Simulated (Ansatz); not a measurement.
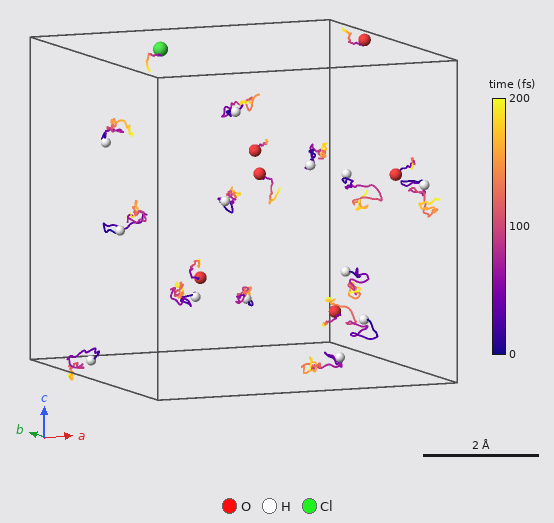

First-principles dynamics of a periodic cell with 6 H2O + 1 HCl at 1.299 g/cm³, 200 fs long. It starts from the last geometry of an earlier run, with fresh velocities. Lines trace each atom's path, coloured by time; spheres stand at the starting positions. Seen slightly off an axis in the simulation cell.

Method: DFT PBE-D3(BJ), scalar-relativistic, plane waves, PAW (Ansatz 0.2.0). Settings: plane-wave cutoff 420 eV; k-point mesh 1 × 1 × 1; Fermi-Dirac smearing 0.02 eV; low-accuracy preset; Langevin thermostat (NVT); set temperature 250 K; time step 0.5 fs; friction 0.01 per fs.

### Describe the motion.

Root-mean-square distances from the starting positions over the second half, with the common drift of all atoms taken out: H 0.47 Å, O 0.36 Å, Cl 0.32 Å. The heavy atoms stay within a fraction of a molecule's size of their starting places; so short a run doesn't tell a liquid from a solid.

Limits of the set-up: the program's low-accuracy preset was used; the periodic images lie only 5.7 Å apart, so the values are limited by the cell's size.

The run took 4.5 min on 1 thread of Arm Neoverse V2 (shared host), peak memory 0.31 GiB.
